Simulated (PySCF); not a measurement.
**InO (doublet): density, localisation and related maps**

```json
{"atom": "In", "x (Å)": "0.0000", "y (Å)": "0.0000", "z (Å)": "-0.2548"}
{"atom": "O", "x (Å)": "0.0000", "y (Å)": "0.0000", "z (Å)": "1.8302"}
```

Theory: PBE0/x2c-SVPall, spin-free X2C-1e, Gaussian nucleus, at a bond length of 2.085 Å in PySCF.

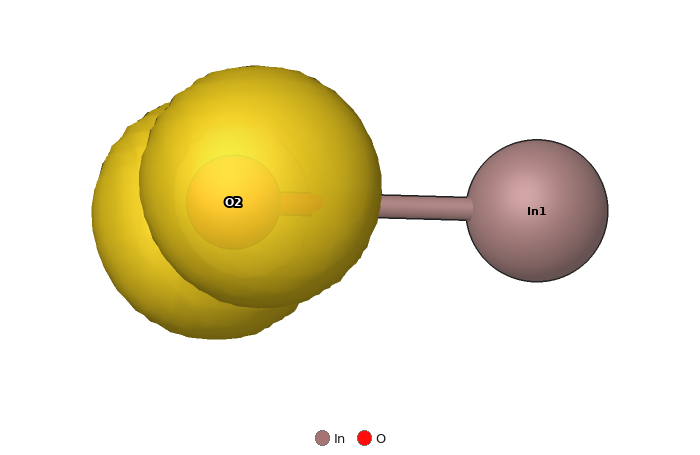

Figure 1. Isosurfaces of the spin density (α minus β) at +0.04 (yellow) and −0.04 e/Å³ (cyan), seen from one side.

Describe the spin distribution.

Answer. The unpaired spin (1 electron) lies mostly on O2 (about 1.0), in electrons by Hirshfeld's partition.

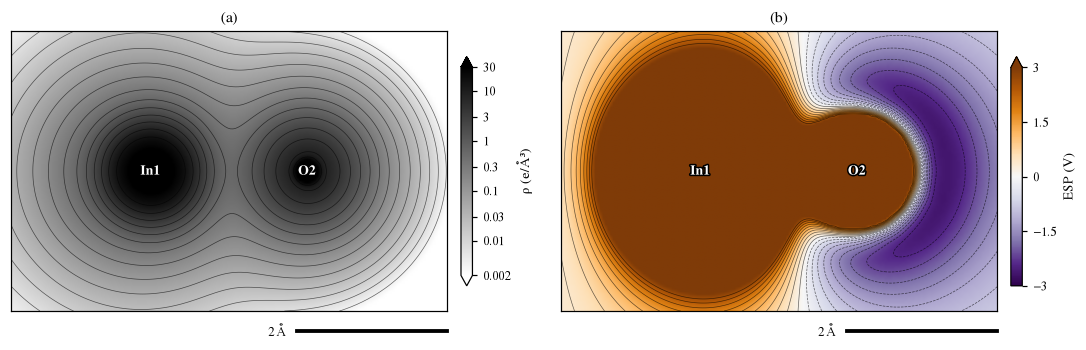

Figure 2. (a) total electron density; (b) electrostatic potential on a plane that holds the molecular axis.

Interpret the plot.

Answer.
- The plane passes through In and O nuclei.
- In–O (2.08 Å): the density is about 0.59 e/Å³ at the midpoint.
- Outside the dense part of the molecule the potential is most negative (−2.7 V) near O2.

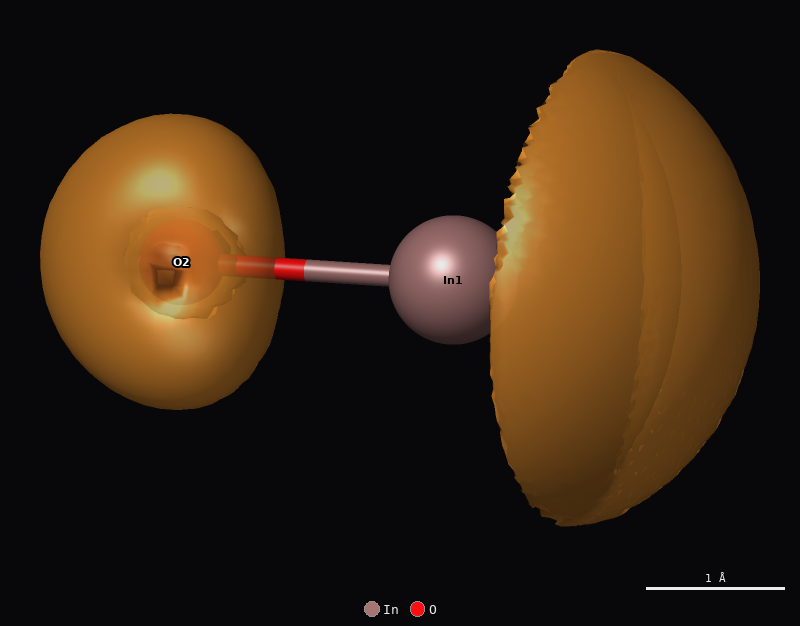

Figure 3. Isosurface of the electron localisation function at 0.75 (orange), seen from one side. Core shells and regions of very low density are left out.

What do the ELF domains correspond to?

Answer. At this value the surface marks out one lobe on In, pointing away from the bonds (non-bonding electrons) and one region wrapped around O (its valence shell). Along the contacts the grid gives the following. In–O (2.08 Å): the ELF peaks at about 0.90 in the valence shell of O, 0.6 Å from its nucleus, and drops to about 0.10 between the two atoms.

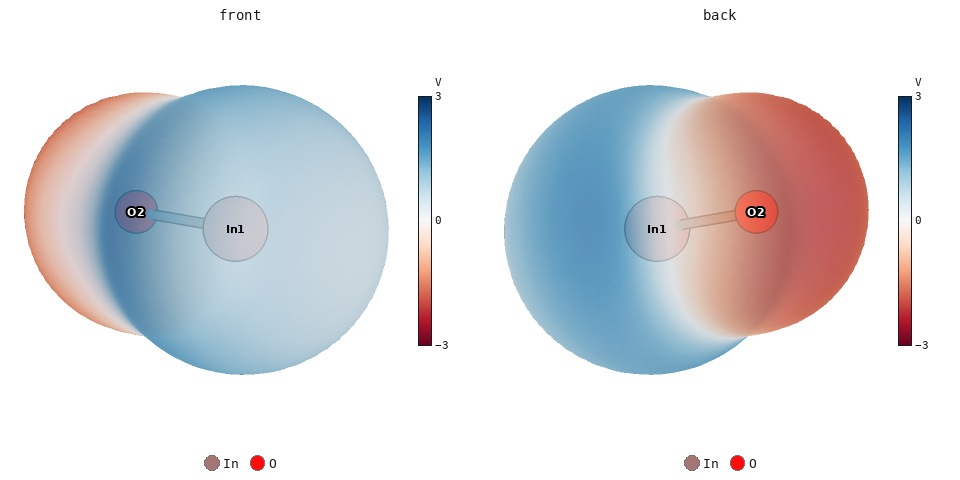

Figure 4. The electrostatic potential painted on the density surface at 0.002 e/bohr³, seen from the front and from behind; red is negative and blue positive.

Where is the surface potential most negative and most positive?

Answer. The most negative region (about −2.1 V) lies over O2, the most positive (about +2.0 V) over In1. O2 is the likeliest acceptor of a hydrogen bond.
